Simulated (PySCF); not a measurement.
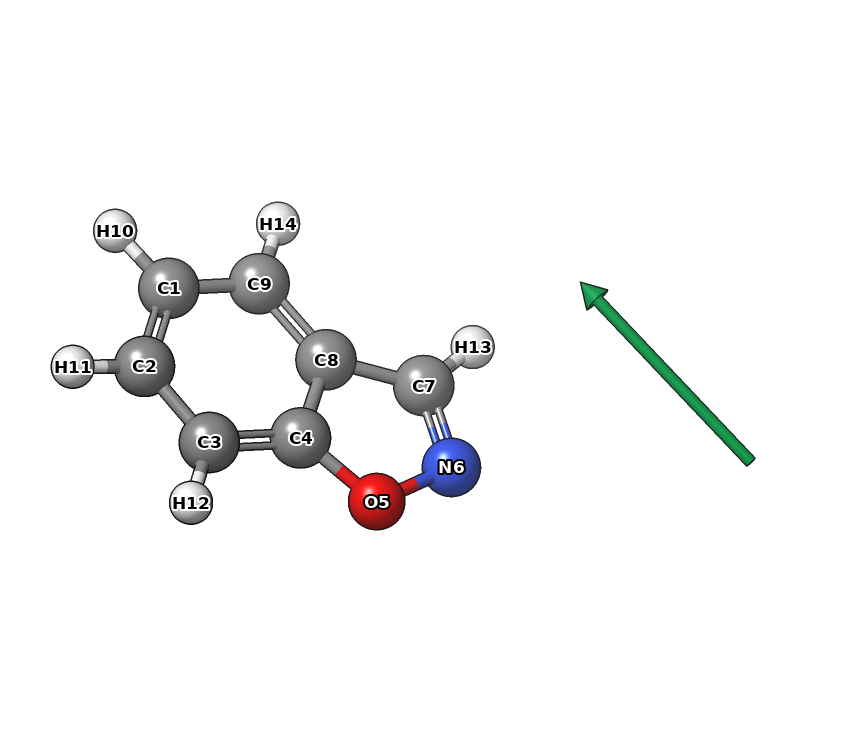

The arrow beside the molecule shows the direction of the dipole moment, from the negative to the positive end (its length means nothing). Computed geometry: GFN2-xTB optimisation. No frequency run is at hand to confirm it as a minimum. Properties computed with ωB97X-D/def2-SVPD, gas phase (PySCF 2.14.0).

Q: Estimate the dipole moment.

A: 3.22 D; it points from the side of N6 to the side of H10 (the outermost atoms at the two ends).
